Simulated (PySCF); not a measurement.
**C5H9 (SMILES C=CC[CH]C) (doublet): density, localisation and related maps**

```xyz
14

C     1.9251   -0.8705   -0.1208
C     1.3040    0.0735    0.5635
C     0.3096    1.0368   -0.0345
C    -1.0389    0.5921    0.3943
C    -1.8247   -0.3682   -0.4075
H     1.7974   -0.9755   -1.1859
H     2.5933   -1.5717    0.3508
H     1.4374    0.1571    1.6337
H     0.3923    1.0240   -1.1226
H     0.5198    2.0458    0.3330
H    -1.3223    0.7504    1.4220
H    -1.5365   -1.4056   -0.1906
H    -2.8875   -0.2803   -0.1836
H    -1.6698   -0.2082   -1.4741
```

Geometry: GFN2-xTB.

Computed with PySCF, UKS B3LYP, pcH-1 on C H, non-relativistic, mean-field spin-orbit, GIAO.

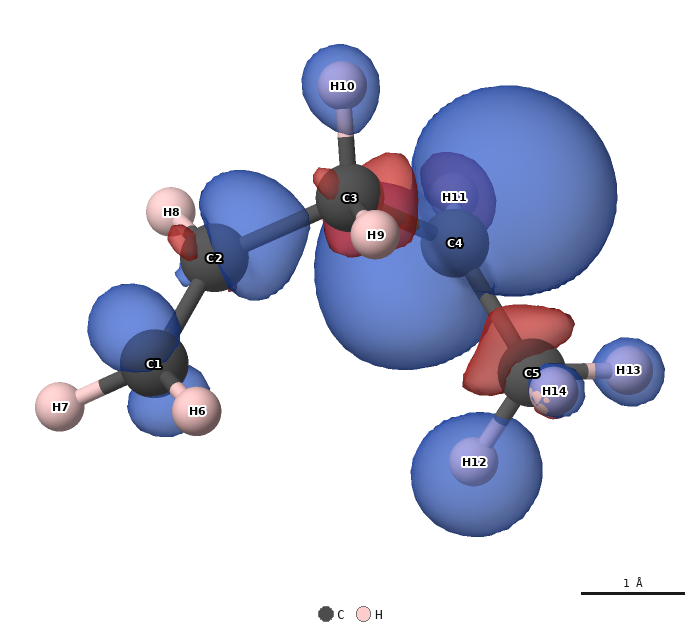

Figure 1. Isosurfaces of the spin density at +0.015 (blue) and −0.015 e/Å³ (red), seen at a tilt.

Describe the spin distribution.

Answer. The unpaired spin (1 electron) lies mostly on C4 (about 0.7), in electrons by Hirshfeld's partition.

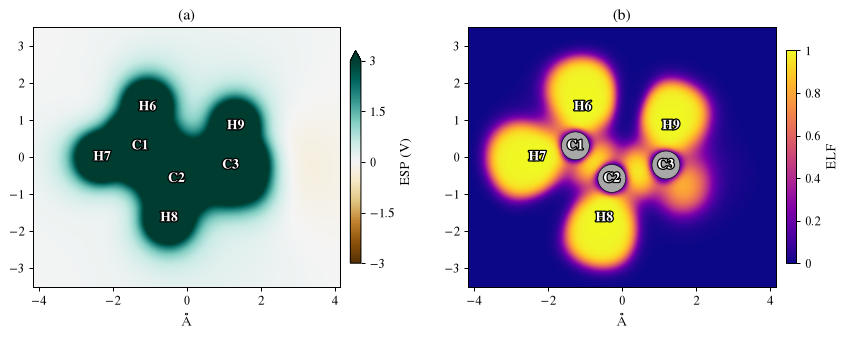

Figure 2. (a) electrostatic potential; (b) electron localisation function on the plane of atoms H6, C1 and H7. Grey discs cover the atomic cores in the ELF map.

Describe what can be read from this map.

Answer.
- The section cuts through C and H sites.
- C–C (1.32 Å): the ELF peaks at about 0.95 between the atoms (a short, multiple covalent bond).
- C–H (1.08 Å): the ELF climbs to about 1 towards the hydrogen, as it does in any bond to H; an ordinary covalent bond to hydrogen.
- The potential has no marked negative region in this plane.

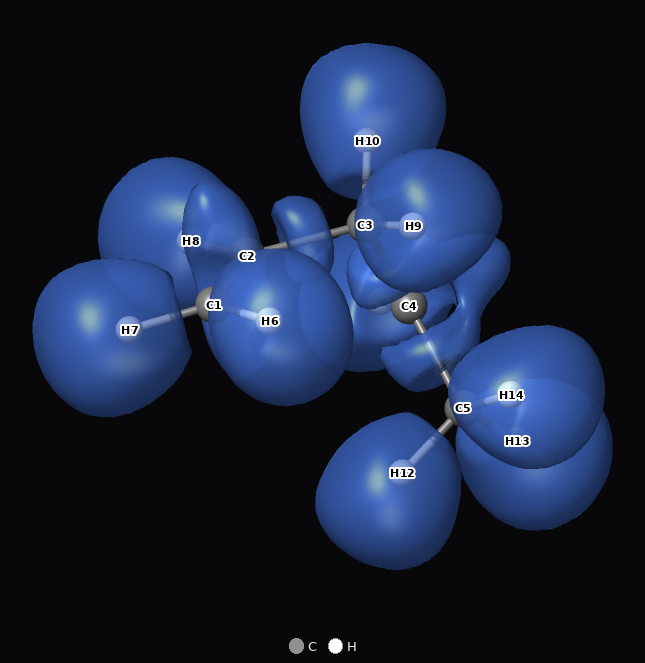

Figure 3. Isosurface of the ELF at 0.75 (blue), seen at an oblique angle. Only the valence region is drawn (cores and ρ < 0.01 e/Å³ removed).

What do the ELF domains correspond to?

Answer. At this value the surface marks out two regions between bonded C–C atoms (shared pairs) and nine regions around hydrogen nuclei.

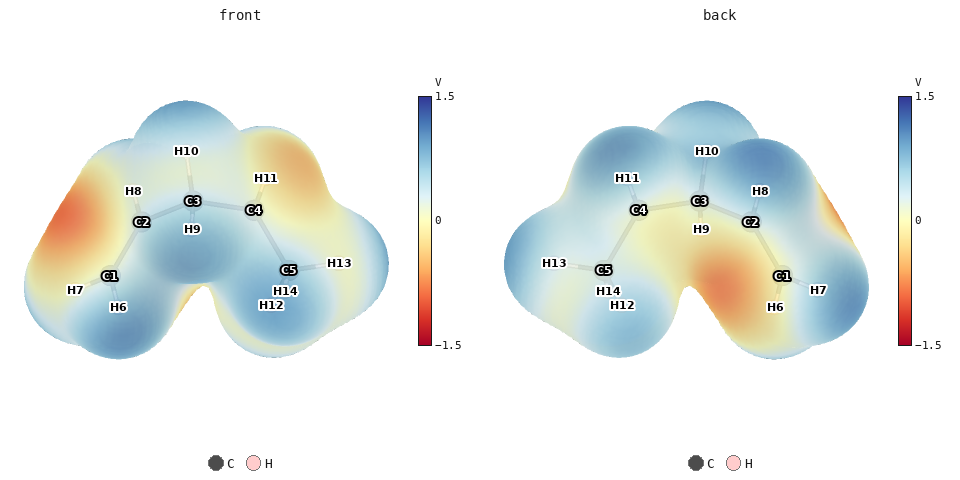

Figure 4. The molecular electrostatic potential painted on the density surface at 0.004 e/bohr³, seen from the front and from behind; red is negative and blue positive.

Describe the electrostatic potential map.

Answer. The most negative region (about −0.9 V) lies over the π face of C1 and C2, the most positive (about +1.1 V) over H6, H7 and H8.
